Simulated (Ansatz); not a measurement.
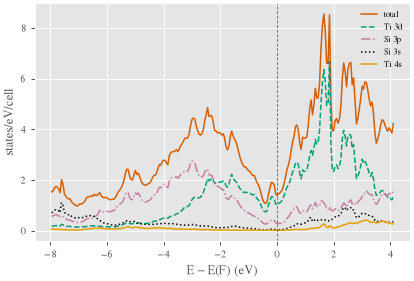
Total and projected density of states of TiSi$_{2}$ in space group Cmcm (No. 63; Ti on 4c, Si on 4c, Si on 4c), PBE (plane waves, PAW; program Ansatz)

Q: Which orbitals carry the states next to the Fermi level?

A: Within 0.5 eV of the Fermi level: Ti 3d 71 %, Si 3p 21 %. Projections are on Löwdin-orthogonalised atomic valence shells; empty p or d shells of many metals are not among them.

Q: Where is the tallest occupied peak in this window, and what makes it?

A: Near -2.4 eV, about 4.9 states/eV per cell; the largest projected share is Si 3p.

The cell was relaxed with PBE under the symmetry of its start. No spin polarisation was allowed.

Potentials: the later of the program's two PAW sets.
